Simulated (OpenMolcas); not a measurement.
Relativistic diatomic calculation for ClLi (part 2 of 2)

Continued. System: ClLi. Method: SA-CASSCF(6,7)/XMS-CASPT2 + RASSI spin-orbit (X2C scalar, AMFI), ANO-RCC-VTZP (OpenMolcas).

## The program's output (extracts), continued
```
++ Dipole transition strengths (spin-free states):
     for osc. strength at least  1.00000000E-05
      From   To        Osc. strength     Einstein coefficients Ax, Ay, Az (sec-1)    Total A (sec-1)
         1   13       4.02135635E-02  8.59713563E+04  5.08378038E+07  0.00000000E+00  5.09237752E+07
         1   14       4.02135548E-02  5.08377928E+07  8.59713145E+04  0.00000000E+00  5.09237641E+07
         1    2       4.16764763E-02  0.00000000E+00  0.00000000E+00  6.51594211E+07  6.51594211E+07
         1    5       1.53652591E-05  0.00000000E+00  0.00000000E+00  3.34560287E+04  3.34560287E+04
         1    6       2.09385313E-01  0.00000000E+00  0.00000000E+00  4.87374120E+08  4.87374120E+08
         1   15       4.51899307E-02  1.08088062E+08  2.22377330E+06  0.00000000E+00  1.10311835E+08
         1   16       4.51899327E-02  2.22377339E+06  1.08088068E+08  0.00000000E+00  1.10311841E+08
         1   17       3.40320081E-05  4.06710088E+05  2.84455024E+01  0.00000000E+00  4.06738533E+05
         1   18       3.40320653E-05  2.84448110E+01  4.06710775E+05  0.00000000E+00  4.06739220E+05
         7   19       1.58762701E-03  5.80481618E+01  1.60168259E+04  0.00000000E+00  1.60748740E+04
         7   20       9.88504226E-02  3.09913195E+04  9.39162014E+06  0.00000000E+00  9.42261146E+06
         7   21       1.10497147E-01  1.21337907E+07  1.90711518E+05  0.00000000E+00  1.23245022E+07
         7   22       1.10745686E-01  1.92001863E+05  1.22158681E+07  0.00000000E+00  1.24078700E+07
         7   23       1.17887108E-01  1.52789926E+07  5.05957561E+04  0.00000000E+00  1.53295884E+07
         7   10       9.26684279E-05  0.00000000E+00  0.00000000E+00  1.69848770E+04  1.69848770E+04
         7   11       3.72462049E-05  0.00000000E+00  0.00000000E+00  1.99405824E+05  1.99405824E+05
         7   12       1.90065268E-02  0.00000000E+00  0.00000000E+00  1.01755660E+08  1.01755660E+08
         8   19       1.58762822E-03  1.60168382E+04  5.80481244E+01  0.00000000E+00  1.60748863E+04
         8   20       9.88502903E-02  9.39160743E+06  3.09914123E+04  0.00000000E+00  9.42259884E+06
         8   21       1.10497131E-01  1.90711523E+05  1.21337889E+07  0.00000000E+00  1.23245004E+07
         8   22       1.10745822E-01  1.22158837E+07  1.92001534E+05  0.00000000E+00  1.24078852E+07
         8   23       1.17887129E-01  5.05958629E+04  1.52789953E+07  0.00000000E+00  1.53295912E+07
         8    9       9.26683921E-05  0.00000000E+00  0.00000000E+00  1.69848705E+04  1.69848705E+04
         8   11       1.90065276E-02  0.00000000E+00  0.00000000E+00  1.01755664E+08  1.01755664E+08
         8   12       3.72461894E-05  0.00000000E+00  0.00000000E+00  1.99405743E+05  1.99405743E+05
        13    2       1.06484693E-05  4.72577811E-01  1.66091857E+02  0.00000000E+00  1.66564435E+02
        13    3       1.15795154E-01  1.33600548E+07  2.15156399E+04  0.00000000E+00  1.33815704E+07
        13    4       1.16021756E-01  2.16420896E+04  1.34386424E+07  0.00000000E+00  1.34602845E+07
        13    5       1.19096591E-01  1.45770251E+07  3.57005610E+04  0.00000000E+00  1.46127256E+07
        13    6       1.27387659E-01  5.10220693E+04  2.03663325E+07  0.00000000E+00  2.04173546E+07
        13   16       5.94485936E-05  0.00000000E+00  0.00000000E+00  1.13568916E+04  1.13568916E+04
        13   17       8.02591803E-05  0.00000000E+00  0.00000000E+00  4.36392761E+05  4.36392761E+05
        13   18       3.52179676E-02  0.00000000E+00  0.00000000E+00  1.91490446E+08  1.91490446E+08
        14    2       1.06484949E-05  1.66092259E+02  4.72575704E-01  0.00000000E+00  1.66564835E+02
        14    3       1.15795183E-01  2.15156499E+04  1.33600581E+07  0.00000000E+00  1.33815737E+07
        14    4       1.16021785E-01  1.34386456E+07  2.16423225E+04  0.00000000E+00  1.34602879E+07
        14    5       1.19096559E-01  3.57008565E+04  1.45770209E+07  0.00000000E+00  1.46127218E+07
        14    6       1.27387630E-01  2.03663278E+07  5.10220680E+04  0.00000000E+00  2.04173499E+07
        14   15       5.94485822E-05  0.00000000E+00  0.00000000E+00  1.13568890E+04  1.13568890E+04
        14   17       3.52179684E-02  0.00000000E+00  0.00000000E+00  1.91490449E+08  1.91490449E+08
        14   18       8.02592007E-05  0.00000000E+00  0.00000000E+00  4.36392875E+05  4.36392875E+05
        19   20       5.03646251E-04  0.00000000E+00  0.00000000E+00  2.18146787E+04  2.18146787E+04
        19    9       2.19293667E-01  2.25489357E+07  9.71143686E+05  0.00000000E+00  2.35200794E+07
        19   10       2.19293666E-01  9.71143687E+05  2.25489356E+07  0.00000000E+00  2.35200793E+07
        19   11       2.81161131E-04  1.37700030E+06  1.82968770E+02  0.00000000E+00  1.37718327E+06
        19   12       2.81161395E-04  1.82968536E+02  1.37700160E+06  0.00000000E+00  1.37718457E+06
         2    6       1.70561510E-04  0.00000000E+00  0.00000000E+00  1.29248186E+04  1.29248186E+04
         2   15       2.07879371E-01  1.98285180E+07  4.08537729E+05  0.00000000E+00  2.02370557E+07
         2   16       2.07879374E-01  4.08537760E+05  1.98285192E+07  0.00000000E+00  2.02370570E+07
         2   17       4.40422537E-05  2.14463382E+05  7.72897308E+00  0.00000000E+00  2.14471111E+05
         2   18       4.40422310E-05  7.72902109E+00  2.14463273E+05  0.00000000E+00  2.14471002E+05
        20    9       2.13164406E-03  2.91240773E+04  1.25386408E+03  0.00000000E+00  3.03779413E+04
        20   10       2.13164441E-03  1.25386393E+03  2.91240824E+04  0.00000000E+00  3.03779463E+04
        20   11       6.96500651E-03  2.79940102E+07  7.40767821E+03  0.00000000E+00  2.80014179E+07
        20   12       6.96499767E-03  7.40772615E+03  2.79939748E+07  0.00000000E+00  2.80013825E+07
        21    9       3.06347025E-05  4.95635900E+00  2.66587699E+02  0.00000000E+00  2.71544058E+02
        21   10       3.06347166E-05  2.66587807E+02  4.95637635E+00  0.00000000E+00  2.71544183E+02
        21   11       6.10542270E-03  1.54328912E+05  2.37774976E+07  0.00000000E+00  2.39318265E+07
        21   12       6.10542355E-03  2.37775011E+07  1.54328894E+05  0.00000000E+00  2.39318300E+07
        22    9       3.03904552E-05  2.60257684E+02  4.83858027E+00  0.00000000E+00  2.65096265E+02
        22   10       3.03899572E-05  4.83869643E+00  2.60253224E+02  0.00000000E+00  2.65091920E+02
        22   11       6.10310090E-03  2.37504168E+07  1.54153171E+05  0.00000000E+00  2.39045700E+07
        22   12       6.10310905E-03  1.54153369E+05  2.37504486E+07  0.00000000E+00  2.39046020E+07
         3   17       9.41321171E-03  2.87224561E+05  3.70595957E+07  0.00000000E+00  3.73468203E+07
         3   18       9.41320941E-03  3.70595869E+07  2.87224584E+05  0.00000000E+00  3.73468114E+07
         4   17       9.41006595E-03  3.70224680E+07  2.86937537E+05  0.00000000E+00  3.73094055E+07
         4   18       9.41006730E-03  2.86936233E+05  3.70224750E+07  0.00000000E+00  3.73094112E+07
         5   15       4.23357571E-05  6.00529071E+00  3.12944099E+02  0.00000000E+00  3.18949390E+02
         5   16       4.23357607E-05  3.12944185E+02  6.00528853E+00  0.00000000E+00  3.18949473E+02
         5   17       8.34822698E-03  6.87925518E+03  3.27717822E+07  0.00000000E+00  3.27786614E+07
         5   18       8.34822965E-03  3.27717927E+07  6.87945361E+03  0.00000000E+00  3.27786722E+07
        23    9       8.30050052E-05  1.77348750E+01  3.60619227E+02  0.00000000E+00  3.78354102E+02
        23   10       8.30050008E-05  3.60619201E+02  1.77348815E+01  0.00000000E+00  3.78354082E+02
        23   11       4.74784365E-03  5.32203049E+03  1.81077635E+07  0.00000000E+00  1.81130855E+07
        23   12       4.74784274E-03  1.81077602E+07  5.32198473E+03  0.00000000E+00  1.81130822E+07
         6   17       7.53158955E-03  2.80902239E+07  6.48280595E+03  0.00000000E+00  2.80967067E+07
         6   18       7.53158762E-03  6.48281168E+03  2.80902169E+07  0.00000000E+00  2.80966997E+07
         9   11       3.62853946E-05  0.00000000E+00  0.00000000E+00  1.29024761E+05  1.29024761E+05
        10   12       3.62854027E-05  0.00000000E+00  0.00000000E+00  1.29024790E+05  1.29024790E+05
 Electric-quadrupole - electric-quadrupole not included
 Electric-dipole - electric-octupole not included
 Electric-dipole - magnetic-quadrupole not included
   Eigenvalues of complex Hamiltonian:
  (Shifted by EMIN (a.u.) =       -468.6739174825)
 SO State       Relative EMIN(au)   Rel lowest level(eV)    D:o, cm**(-1)      Omega
     1            -0.0000028664        0.0000000000              0.0000         0.0
     2             0.1964637723        5.3461295911          43119.4431         2.0
     3             0.1964637724        5.3461295940          43119.4431         2.0
     4             0.1968126078        5.3556218873          43196.0036         1.0
     5             0.1968126078        5.3556218873          43196.0036         1.0
     6             0.1987288506        5.4077655117          43616.5703         0.0
     7             0.1987732969        5.4089749573          43626.3252         0.0
     8             0.1992172564        5.4210557088          43723.7630         1.0
     9             0.1992172564        5.4210557088          43723.7630         1.0
    10             0.2156101620        5.8671293957          47321.5899         0.0
    11             0.2156147521        5.8672542992          47322.5973         1.0
    12             0.2156147521        5.8672542992          47322.5973         1.0
    13             0.2207235630        6.0062721252          48443.8517         0.0
    14             0.2519315507        6.8554847323          55293.2133         1.0
    15             0.2519315507        6.8554847321          55293.2133         1.0
    16             0.2519361664        6.8556103326          55294.2264         0.0
    17             0.2554483820        6.9511825879          56065.0686         3.0
    18             0.2554483820        6.9511825879          56065.0686         3.0
    19             0.2559677001        6.9653139515          56179.0457         2.0
    20             0.2560529761        6.9676344314          56197.7616         2.0
    21             0.2577130771        7.0128080805          56562.1117         1.0
    22             0.2577130771        7.0128080806          56562.1117         1.0
    23             0.2589800282        7.0472835759          56840.1753         2.0
    24             0.2590500322        7.0491884815          56855.5394         2.0
    25             0.2603494486        7.0845474036          57140.7284         0.0
    26             0.2610554808        7.1037595193          57295.6845         0.0
    27             0.2613372095        7.1114257481          57357.5168         1.0
    28             0.2613372096        7.1114257483          57357.5168         1.0
    29             0.2689241780        7.3178776762          59022.6639         0.0
    30             0.2733799183        7.4391245484          60000.5859         0.0
    31             0.2734110112        7.4399706293          60007.4100         1.0
    32             0.2734110112        7.4399706296          60007.4100         1.0
    33             0.2734422370        7.4408203264          60014.2633         2.0
    34             0.2734423137        7.4408224132          60014.2801         2.0
    35             0.2736673603        7.4469462436          60063.6721         0.0
    36             0.2758057867        7.5051357900          60533.0025         1.0
    37             0.2758057880        7.5051358262          60533.0028         1.0
    38             0.6058329384       16.4856320859         132965.5899         0.0
    39             0.6058329532       16.4856324885         132965.5932         0.0
    40             0.6058844503       16.4870337971         132976.8955         1.0
    41             0.6058844514       16
```

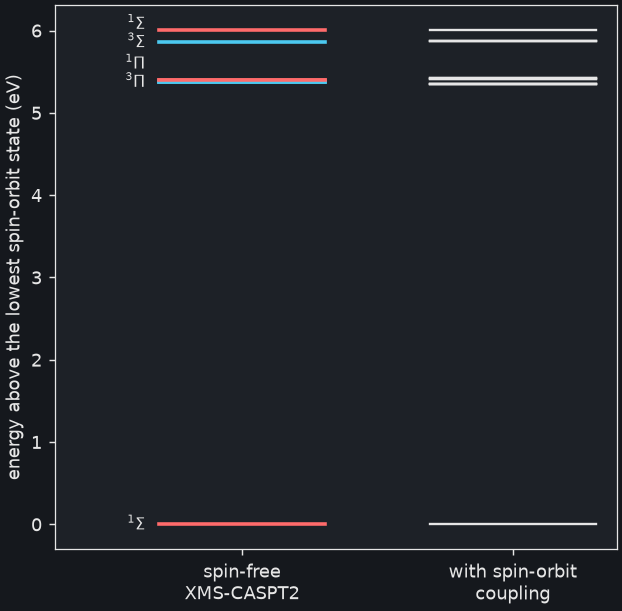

*States up to 6.3 eV at 2.008 Å, without spin-orbit coupling (left, a colour for each spin multiplicity) and with it (right, where close levels merge).*

The spin-free states run ¹Σ (0.00 eV), ³Π (5.38 eV), ¹Π (5.40 eV), ³Σ (5.86 eV), ¹Σ (6.00 eV) from the lowest. The lowest spin-orbit levels have |Ω| = 0 (0 cm⁻¹), 2 (43,119 cm⁻¹), 1 (43,196 cm⁻¹), 0 (43,617 cm⁻¹), 0 (43,626 cm⁻¹).

## Summary

- outcome: converged; components of a degenerate state are split by 29 cm⁻¹
- lowest spin-free state: ¹Σ
- lowest spin-orbit level: Ω = 0, −468.67392 hartree
- next level: Ω = 2, 43,119 cm⁻¹
- hardware: 1 thread of Intel Xeon (Granite Rapids), 64 GiB of memory available, shared host
- wall time: 25 s
- peak memory: 0.18 GiB

## Notes

Caveats: the two components of ³Δ at 6.99 eV, degenerate in CASSCF as they must be, are split by 29 cm⁻¹ in XMS-CASPT2, an artefact that passes into its spin-orbit levels.
